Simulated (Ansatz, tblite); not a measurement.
**C18H26Ge3: spin-state energies by level**

Aim: set other spin states of C18H26Ge3 against its singlet, on many levels of theory.

Program: Ansatz 0.2.0, Gaussian basis. Level of theory: as each input shows. These are calculated values, not measurements.

Levels to be run: triplet, at the geometry of the singlet (GFN1-xTB, GFN2-xTB, PBE0-D4/def2-TZVP, PBE-D4/def2-TZVP); the singlet's energies come from earlier runs.

## Step 1: The structure

The geometry is that of the singlet, from an earlier relaxation (PBE-D4/def2-SVP).

SMILES `[CH3][Ge]1([CH3])[CH]=CC=[C]1[C]1=CC=[C]([C]2=CC=[CH][Ge]2([CH3])[CH3])[Ge]1([CH3])[CH3]`, 47 atoms, charge 0, spin multiplicity 1.

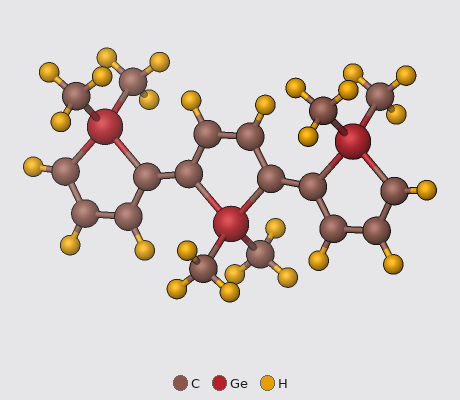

The geometry (carbon brown, germanium red, hydrogen amber).

## Step 2: Triplet at the fixed geometry, GFN1-xTB

Tight binding, by tblite at 300 K electronic temperature and without a spin-polarisation term:

```python
tblite.interface.Calculator('GFN1-xTB', numbers, positions, charge=0, uhf=2).singlepoint()
```

Energy -1546.6530 eV; 0.17 s.

## Step 3: Triplet at the fixed geometry, GFN2-xTB

Tight binding, by tblite at 300 K electronic temperature and without a spin-polarisation term:

```python
tblite.interface.Calculator('GFN2-xTB', numbers, positions, charge=0, uhf=2).singlepoint()
```

Energy -1559.8005 eV; 0.1 s.

## Step 4: Triplet at the fixed geometry, PBE0-D4/def2-TZVP

Contents of in.yaml:

```yaml
crystal:
  periodic: [false, false, false]
  atoms:
    - {symbol: C, position_ang: [3.938689, 3.042082, 0.175764]}
    - {symbol: Ge, position_ang: [4.118165, 1.233398, -0.581236]}
    - {symbol: C, position_ang: [4.078095, 1.287697, -2.548944]}
    - {symbol: C, position_ang: [5.606086, 0.197993, 0.161069]}
    - {symbol: C, position_ang: [5.067090, -0.871313, 0.820850]}
    - {symbol: C, position_ang: [3.611250, -1.021299, 0.842653]}
    - {symbol: C, position_ang: [2.838893, -0.074627, 0.194628]}
    - {symbol: C, position_ang: [1.413953, -0.072901, 0.120451]}
    - {symbol: C, position_ang: [0.639032, 0.877845, -0.529836]}
    - {symbol: C, position_ang: [-0.800377, 0.742847, -0.517166]}
    - {symbol: C, position_ang: [-1.373578, -0.334299, 0.145027]}
    - {symbol: C, position_ang: [-2.771856, -0.600695, 0.244033]}
    - {symbol: C, position_ang: [-3.343477, -1.673383, 0.903766]}
    - {symbol: C, position_ang: [-4.801997, -1.796476, 0.907573]}
    - {symbol: C, position_ang: [-5.541660, -0.846907, 0.259140]}
    - {symbol: Ge, position_ang: [-4.285139, 0.445800, -0.507021]}
    - {symbol: C, position_ang: [-4.290083, 0.504121, -2.475048]}
    - {symbol: C, position_ang: [-4.431626, 2.257284, 0.250350]}
    - {symbol: Ge, position_ang: [0.136867, -1.376460, 0.892333]}
    - {symbol: C, position_ang: [0.158717, -1.424738, 2.859401]}
    - {symbol: C, position_ang: [0.299527, -3.181859, 0.126570]}
    - {symbol: H, position_ang: [2.978843, 3.495437, -0.141709]}
    - {symbol: H, position_ang: [4.767734, 3.692104, -0.167454]}
    - {symbol: H, position_ang: [3.957635, 2.991597, 1.281249]}
    - {symbol: H, position_ang: [3.119775, 1.719211, -2.899673]}
    - {symbol: H, position_ang: [4.174896, 0.263197, -2.956374]}
    - {symbol: H, position_ang: [4.909279, 1.908134, -2.938575]}
    - {symbol: H, position_ang: [6.691025, 0.370632, 0.105707]}
    - {symbol: H, position_ang: [5.687524, -1.625506, 1.337504]}
    - {symbol: H, position_ang: [3.160937, -1.880672, 1.371957]}
    - {symbol: H, position_ang: [1.097159, 1.734831, -1.056692]}
    - {symbol: H, position_ang: [-1.418985, 1.498884, -1.034485]}
    - {symbol: H, position_ang: [-2.732194, -2.433278, 1.423732]}
    - {symbol: H, position_ang: [-5.262435, -2.651940, 1.433748]}
    - {symbol: H, position_ang: [-6.640582, -0.878944, 0.222902]}
    - {symbol: H, position_ang: [-4.202800, -0.521148, -2.882721]}
    - {symbol: H, position_ang: [-3.434345, 1.105021, -2.841439]}
    - {symbol: H, position_ang: [-5.228329, 0.959625, -2.848991]}
    - {symbol: H, position_ang: [-4.421662, 2.205600, 1.355892]}
    - {symbol: H, position_ang: [-3.578373, 2.880679, -0.082748]}
    - {symbol: H, position_ang: [-5.372841, 2.741515, -0.077180]}
    - {symbol: H, position_ang: [-0.685867, -2.031744, 3.241162]}
    - {symbol: H, position_ang: [1.107476, -1.864568, 3.225332]}
    - {symbol: H, position_ang: [0.066499, -0.397001, 3.259982]}
    - {symbol: H, position_ang: [1.250706, -3.652863, 0.444277]}
    - {symbol: H, position_ang: [-0.542568, -3.820579, 0.458863]}
    - {symbol: H, position_ang: [0.284912, -3.122317, -0.978632]}
basis:
  gaussian: {orbitals: def2-TZVP, fitting: {mean_field: def2-universal-jkfit}}
magnetization: {spin_polarized: true, initial_magnetization: 2}
hamiltonian: {xc: pbe0, dispersion: d4}
scf: {omitted_lower_state_checks: [starts]}
output: {orbitals: {seedname: orbitals}}
```

The run is started by

```console
$ ansatz run in.yaml --threads 2 --pin off --events-out ev --progress --plain --max-ram 32768MiB --backend cuda --devices 0, --max-vram 18GiB
```

The program printed:

```text
Functional definition: PBE0
  name "PBE0"
  cite "Adamo & Barone, J. Chem. Phys. 110, 6158 (1999) doi:10.1063/1.478522"
  cite "Perdew, Burke & Ernzerhof, Phys. Rev. Lett. 77, 3865 (1996) doi:10.1103/PhysRevLett.77.3865"
  parent pbe
  parameter a = 0.25
  parameter kappa = 0.804
  parameter beta = 0.06672455060314922
  exchange = (1 - a)*pbe_x(kappa = kappa, mu = beta*pi^2/3) + a*exact_x
  correlation = pbe_c(beta = beta)
these checks for a lower state are left out or cut short: starts
2616 factors; integrals over basis functions are off by at most 3.6e-1 eV
mean field evaluation 1: about -188562.9478 eV, gradient 9.7e1 eV
mean field evaluation 2: about -188554.1119 eV, gradient 1.1e2 eV
mean field evaluation 4: about -188604.7497 eV, gradient 6.8e0 eV
mean field evaluation 8: about -188604.9796 eV, gradient 6.7e-1 eV
mean field evaluation 16: about -188604.9882 eV, gradient 5.2e-3 eV
mean field -188604.98818378 eV, -6931.1054747014 hartree, gradient 1.9e-5 eV, S^2 2.074429; 0 other end points of the search recorded, 0 dependent functions left out
reference -188604.98825711 eV, -6931.1054773962 hartree; 116, 114 occupied and 742, 744 virtual orbitals, 2616 factors
Total energy: -188606.52727177 eV, -6931.1620351416 hartree
Checks for a lower state left out: starts
```

Run time: 17 s. Hardware: 1 × H100 (card shared with other runs) with 2 threads of AMD EPYC 7R13, shared host; peak host memory 1.6 GiB.

From the report: HOMO -4.01 eV, LUMO -3.41 eV (over both spins); ⟨S²⟩ 2.074 (pure: 2.00).

## Step 5: Triplet at the fixed geometry, PBE-D4/def2-TZVP

start.molden holds the orbitals of an earlier run on this state, given as this run's starting guess.

Edit in.yaml of step 4 so:

```diff
@@ -51,5 +51,5 @@
 basis:
-  gaussian: {orbitals: def2-TZVP, fitting: {mean_field: def2-universal-jkfit}}
+  gaussian: {orbitals: def2-TZVP, fitting: {mean_field: def2-universal-jkfit}, initial_orbitals: start.molden}
 magnetization: {spin_polarized: true, initial_magnetization: 2}
-hamiltonian: {xc: pbe0, dispersion: d4}
+hamiltonian: {xc: pbe, dispersion: d4}
 scf: {omitted_lower_state_checks: [starts]}
```

Launched as before.

The program printed:

```text
Functional definition: PBE
  name "PBE"
  cite "Perdew, Burke & Ernzerhof, Phys. Rev. Lett. 77, 3865 (1996) doi:10.1103/PhysRevLett.77.3865"
  parent pbe
  parameter kappa = 0.804
  parameter beta = 0.06672455060314922
  exchange = pbe_x(kappa = kappa, mu = beta*pi^2/3)
  correlation = pbe_c(beta = beta)
these checks for a lower state are left out or cut short: starts
2616 factors; integrals over basis functions are off by at most 3.6e-1 eV
mean field evaluation 1: about -188597.7365 eV, gradient 1.5e1 eV
mean field evaluation 2: about -188598.2750 eV, gradient 6.8e-1 eV
mean field evaluation 4: about -188598.2658 eV, gradient 4.4e-2 eV
mean field evaluation 8: about -188598.2659 eV, gradient 2.2e-5 eV
mean field -188598.26586312 eV, -6930.8584339737 hartree, gradient 2.2e-5 eV, S^2 2.016310; 0 other end points of the search recorded, 0 dependent functions left out
reference -188598.26596342 eV, -6930.8584376596 hartree; 116, 114 occupied and 742, 744 virtual orbitals, 2616 factors
Total energy: -188600.01771217 eV, -6930.9228132388 hartree
Checks for a lower state left out: starts
```

It took 11 s on 1 × H100 (card shared with other runs) with 2 threads of AMD EPYC 7R13, shared host; peak host memory 1.3 GiB.

From the report: HOMO -3.35 eV, LUMO -4.12 eV (over both spins; with the spin held, an empty level of the minority spin lies below the top filled one); ⟨S²⟩ 2.016 (pure: 2.00).

## Step 6: Triplet less singlet, vertical

The singlet's energies are those of its earlier runs, whose logs aren't repeated here.

| level | triplet less singlet, vertical (kcal/mol) | time |
| --- | --- | --- |
| GFN1-xTB | +31.3 | 0.33 s |
| GFN2-xTB | +30.6 | 0.18 s |
| PBE-D4/def2-TZVP | +24.9 | 20 s |
| PBE0-D4/def2-TZVP | +24.4 | 28 s |

Times add the two runs; a level without a time comes out of a correlated run. Tight binding without a spin term can't rank spin states.

## Step 7: Outcome

| quantity | value |
| --- | --- |
| triplet less singlet, vertical, functionals in def2-TZVP | +24.4 (PBE0-D4) to +24.9 kcal/mol (PBE-D4) |

**Reading.** All functionals put the triplet above the singlet, over a spread of 0.5 kcal/mol. The checks for a lower triplet were left out, so another state of that spin may lie lower. These are electronic energies, without zero-point motion, entropy or surroundings.
